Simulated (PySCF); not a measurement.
C$_{3}$H$_{6}$O$_{2}$Si: NMR shielding calculation

The run: NMR shielding calculation of C$_{3}$H$_{6}$O$_{2}$Si. Method and program: GIAO PBE0/pcSseg-1 NMR shielding, non-relativistic, gas phase (PySCF 2.14.0).

The geometry comes from this level: PBE0-D3(BJ)/def2-SVP. Figures and captions count atoms from 1; the log counts them from 0 in places.

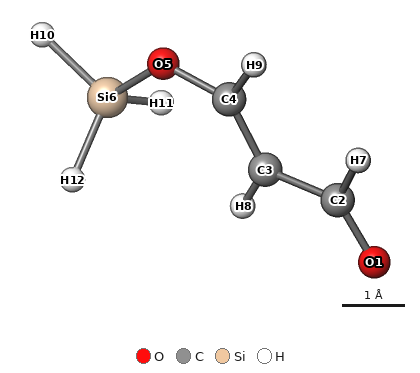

The structure (ball-and-stick view, seen at a tilt; atoms are numbered from 1 in the order of the input). Bond lengths as drawn: C–C 1.35 to 1.46 Å, C–H 1.09 to 1.12 Å, C–O 1.21 to 1.33 Å, H–Si 1.48 to 1.49 Å and O–Si 1.70 Å.

## Key numbers

```json
{"quantity": "outcome", "value": "converged"}
{"quantity": "total energy", "value": "−557.398342 hartree"}
{"quantity": "HOMO", "value": "−7.29 eV"}
{"quantity": "LUMO", "value": "−1.36 eV"}
{"quantity": "dipole moment", "value": "3.95 D"}
{"quantity": "isotropic shielding, O", "value": "−331.3 to 202.9 ppm"}
{"quantity": "isotropic shielding, C", "value": "−5.5 to 65.8 ppm"}
{"quantity": "isotropic shielding, Si", "value": "381.1 ppm"}
{"quantity": "isotropic shielding, H", "value": "21.9 to 26.3 ppm"}
{"quantity": "hardware", "value": "1 CPU thread, shared host"}
{"quantity": "wall time", "value": "11 s"}
{"quantity": "peak memory", "value": "0.7 GiB"}
```

## The input
```
{"job": {"kind": "nmr", "xc": "PBE0", "basis": "pcSseg-1", "pop": false}, "charge": 0, "multiplicity": 1}
O     -3.143937     0.766725    -0.887689
C     -2.410790     0.006873    -0.301382
C     -0.960407     0.137943    -0.223366
C     -0.238000    -0.771959     0.460925
O      1.079843    -0.794368     0.624117
Si     2.201311     0.323162     0.009146
H     -2.822687    -0.885815     0.242699
H     -0.506660     0.991949    -0.736790
H     -0.736044    -1.612656     0.961157
H      3.517445    -0.178474     0.474861
H      2.119245     0.341406    -1.478674
H      1.901880     1.674529     0.560594
```

The first line tells a small driver script what to run in PySCF; the rest is the geometry in Å.

Command:
```bash
OMP_NUM_THREADS=1 python <driver script> task.json out
```

## Log
```
coarse grid: 10776 points
cycle   1  E = -557.1755570495  dE =  8.141e-01  |g| = 9.252e-01  |ddm| = 3.126e+00
cycle   2  E = -556.6308233514  dE =  5.447e-01  |g| = 1.877e+00  |ddm| = 3.265e+00
cycle   3  E = -557.3315816034  dE = -7.008e-01  |g| = 2.343e-01  |ddm| = 2.674e+00
cycle   4  E = -557.3405433760  dE = -8.962e-03  |g| = 1.174e-01  |ddm| = 2.716e-01
cycle   5  E = -557.3427680701  dE = -2.225e-03  |g| = 3.264e-02  |ddm| = 1.044e-01
cycle   6  E = -557.3429838523  dE = -2.158e-04  |g| = 1.113e-02  |ddm| = 3.398e-02
cycle   7  E = -557.3430129127  dE = -2.906e-05  |g| = 3.237e-03  |ddm| = 1.147e-02
cycle   8  E = -557.3430149547  dE = -2.042e-06  |g| = 9.711e-04  |ddm| = 3.057e-03
final grid: 100200 points
cycle   9  E = -557.3983105923  dE =  2.304e-06  |g| = 1.304e-02  |ddm| = 1.834e-02
cycle  10  E = -557.3982202815  dE =  9.031e-05  |g| = 2.550e-02  |ddm| = 2.995e-02
cycle  11  E = -557.3983410690  dE = -1.208e-04  |g| = 1.906e-03  |ddm| = 2.191e-02
cycle  12  E = -557.3983417048  dE = -6.358e-07  |g| = 3.789e-04  |ddm| = 1.547e-03
cycle  13  E = -557.3983417276  dE = -2.282e-08  |g| = 1.410e-04  |ddm| = 3.881e-04
cycle  14  E = -557.3983417320  dE = -4.391e-09  |g| = 4.496e-05  |ddm| = 1.533e-04
cycle  15  E = -557.3983417325  dE = -5.025e-10  |g| = 1.056e-05  |ddm| = 4.898e-05
```

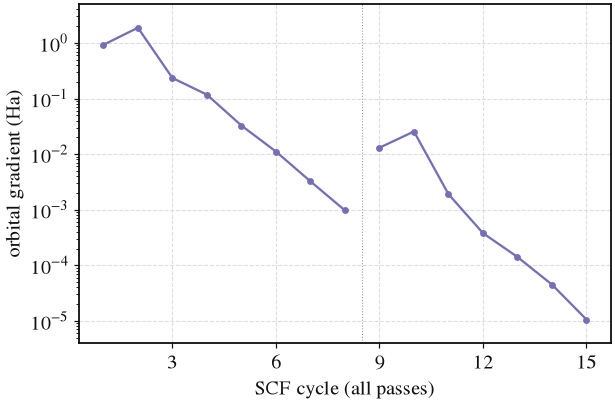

Convergence of the self-consistent field: orbital gradient against the SCF cycle. The dotted line marks the change from a coarse to the final integration grid. The first 8 cycles use a coarse grid, the final grid takes over at cycle 9, and the field converges after 15 cycles in all.

```
converged SCF energy = -557.3983417325

GIAO shielding tensors (ppm)
atom      isotropic    diamagn.    paramagn.     s11        s22        s33       span
  0 O     -331.303     395.717    -727.020   -952.837   -403.721    362.649   1315.486
  1 C       -5.497     245.956    -251.453    -97.930     -8.054     89.493    187.422
  2 C       65.810     261.819    -196.009     -6.219     65.876    137.774    143.994
  3 C        8.978     251.180    -242.203    -98.834     19.642    106.125    204.959
  4 O      202.935     395.557    -192.622    103.816    158.967    346.023    242.206
  5 Si     381.149     878.999    -497.849    341.501    348.330    453.617    112.117
  6 H       21.919      27.099      -5.180     20.340     21.172     24.246      3.906
  7 H       25.794      34.410      -8.616     23.154     24.404     29.824      6.671
  8 H       24.164      30.187      -6.022     21.854     24.121     26.518      4.664
  9 H       26.346      27.973      -1.627     23.145     25.053     30.840      7.695
 10 H       26.281      29.329      -3.049     23.634     24.726     30.483      6.849
 11 H       26.287      29.351      -3.064     23.646     24.702     30.513      6.866
```

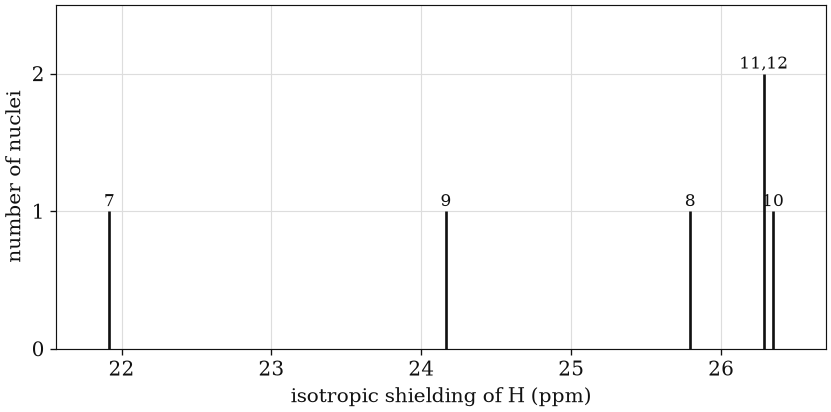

Isotropic shieldings of the hydrogen nuclei in this fixed geometry, labelled by atom number; shielding grows to the right, so chemical shift grows to the left. The least shielded is H7 (21.9 ppm), the most shielded H10 (26.3 ppm).
